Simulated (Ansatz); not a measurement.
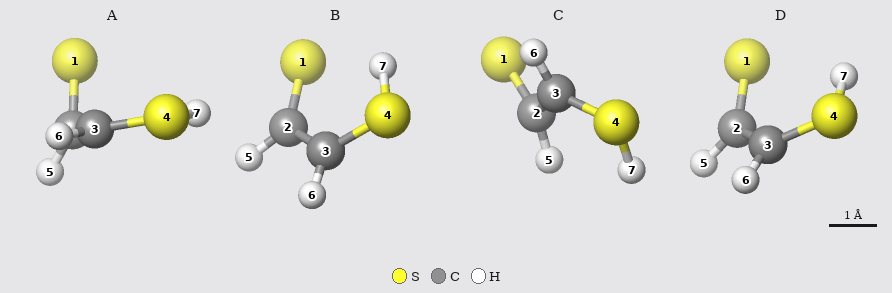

4 geometries from a converged minimum-energy path of C₂H₃S₂ (charge +1), shuffled. The picture is a ball-and-stick view, seen from a free direction.

Method: RKS revPBE-D4/6-31G* in Ansatz. Set-up: 7 movable images; climbing image; force threshold 0.03 eV/Å; iteration limit 60; starting path through a guess of the saddle point.

Q: Which frame is the top of the path?

A: A. In order along the path, whose images run from 0 to 8: C (image 1, +0.7 kJ/mol), A (image 5, +15.7 kJ/mol), D (image 7, +0.1 kJ/mol), B (image 8, −5.1 kJ/mol). The motion is a rotation about the C2–C3 bond by about 180°. No bond forms or breaks between the ends. Among the angles between lasting bonds that change up to the highest image: S1–C2–C3 119.9° → 112.6°, S1–C2–H5 122.0° → 126.3°.

The run took 3 min on 1 thread of Arm Neoverse V2, with other jobs on the host, peak memory 0.14 GiB.
